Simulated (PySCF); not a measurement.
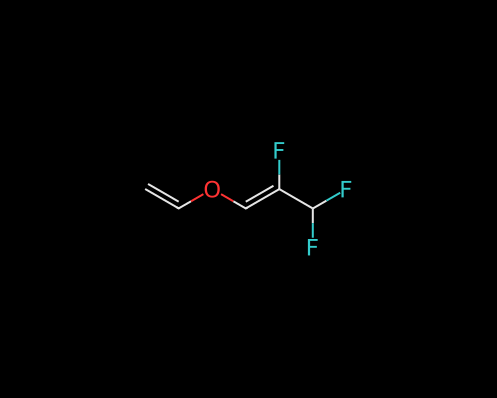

Give its SMILES.

Answer. C=CO/C=C(\F)C(F)F

Give the formula, hydrogens included.

Answer. C5H5F3O.

An optimisation with PBE0-D3(BJ)/def2-SVP gave a structure of which point group?

Answer. C1. Other conformers may differ.

The parts below concern this one geometry. Atoms keep their numbers from picture to picture. Computed geometry: PBE0-D3(BJ)/def2-SVP optimisation. No frequency run is at hand to confirm it as a minimum.

Shape

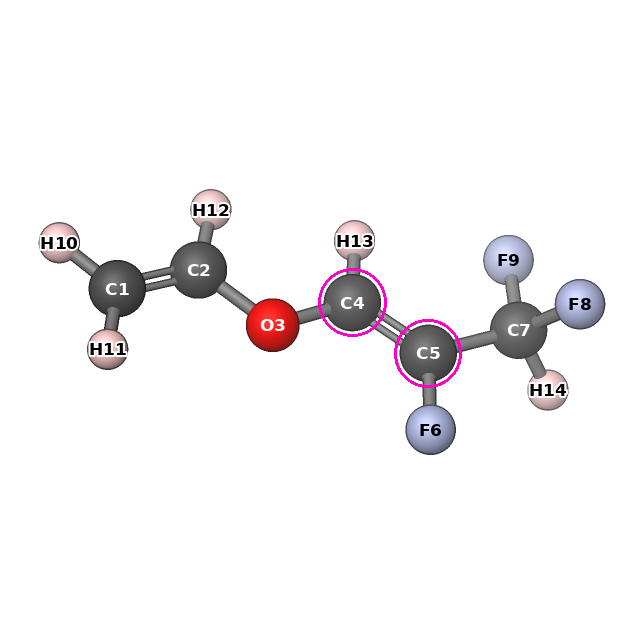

Distant atoms are faded towards the background colour. Circles mark the stereogenic atoms. No frequency run is at hand to confirm it as a minimum.

Assign CIP descriptors.

Answer. C4=C5: Z.

Levels of theory compared

No frequency run is at hand to confirm it as a minimum. Program: PySCF 2.14.0.

Compare HOMO–LUMO gap (eV), dipole (D), HOMO energy (eV) at these levels: PBE0/pcSseg-1 in methanol (IEF-PCM); PBE0/pcSseg-1 in water (IEF-PCM); ωB97X-D/def2-SVPD; ωB97X-D/def2-SVPD in methanol (IEF-PCM); ωB97X-D/def2-SVPD in water (IEF-PCM).

```csv
level,HOMO–LUMO gap (eV),dipole (D),HOMO energy (eV)
PBE0/pcSseg-1 in methanol (IEF-PCM),6.57,2.79,−6.62
PBE0/pcSseg-1 in water (IEF-PCM),6.57,2.81,−6.62
ωB97X-D/def2-SVPD,10.10,2.25,−8.65
ωB97X-D/def2-SVPD in methanol (IEF-PCM),10.14,2.87,−8.52
ωB97X-D/def2-SVPD in water (IEF-PCM),10.14,2.89,−8.52
```

NMR shielding

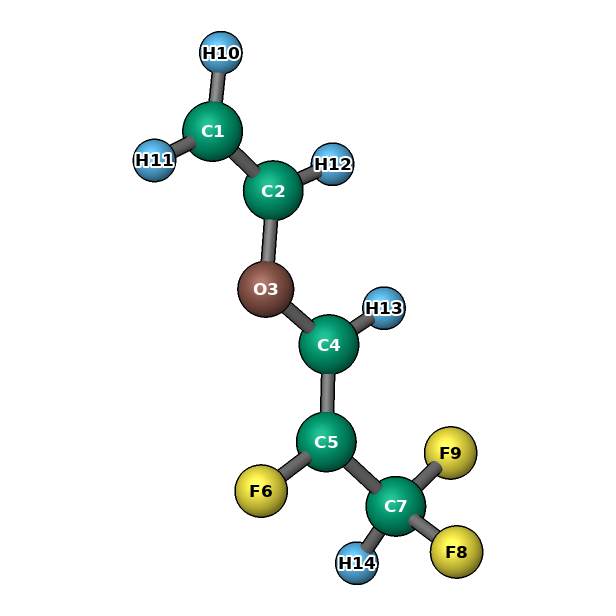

No frequency run is at hand to confirm it as a minimum. Method: GIAO PBE0/pcSseg-1 NMR shielding, non-relativistic, IEF-PCM methanol (PySCF 2.14.0). Principal shieldings σ11 ≤ σ22 ≤ σ33, span Ω = σ33 − σ11, skew κ = 3(σiso − σ22)/Ω.

Give the shielding tensors of the O atoms.

```csv
atom,σ11,σ22,σ33,σiso,Ω,κ
O3,65.8,128.4,299.4,164.5,233.6,0.46
```

Shieldings and span in ppm.

Quadrupole coupling

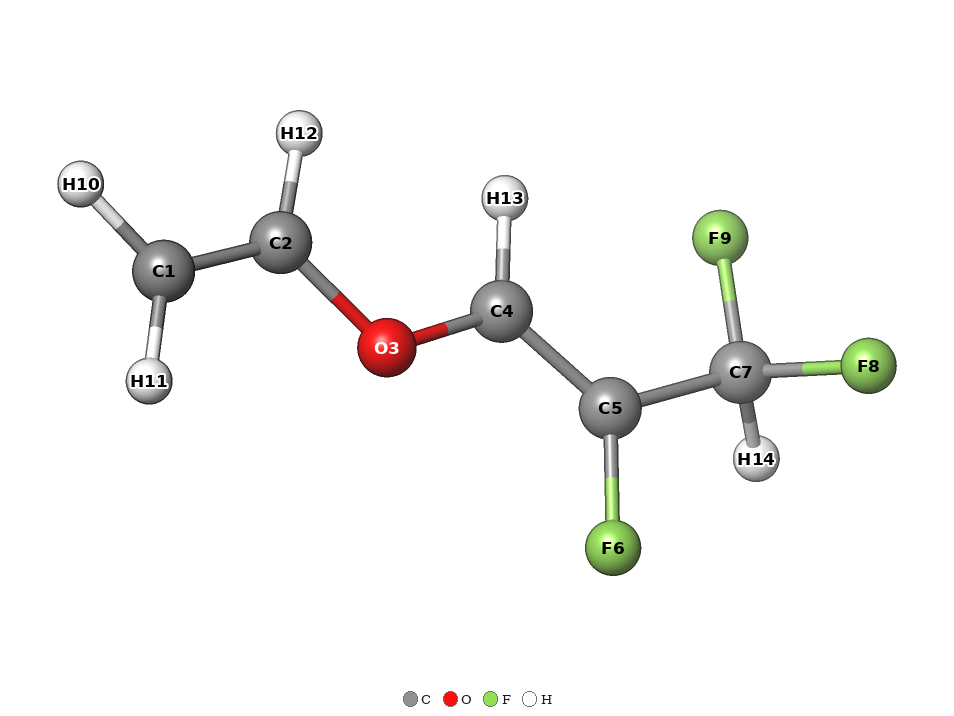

No frequency run is at hand to confirm it as a minimum. Electric field gradients from the ground-state density, PBE0/pcSseg-1 in methanol (IEF-PCM) (PySCF 2.14.0), non-relativistic apart from any core potentials.

Give the largest field-gradient component, the quadrupole coupling constant and the asymmetry for 17O at O3 (Q = −25.6 mb), 2H at H10 (Q = 2.86 mb), 2H at H11 (Q = 2.86 mb), 2H at H12 (Q = 2.86 mb), 2H at H13 (Q = 2.86 mb).

```tsv
atom	V_zz (a.u.)	e²qQ/h (MHz)	η
O3	1.814	−10.91	0.36
H10	0.311	0.209	0.08
H11	0.310	0.209	0.07
H12	0.282	0.189	0.15
H13	0.285	0.191	0.15
```
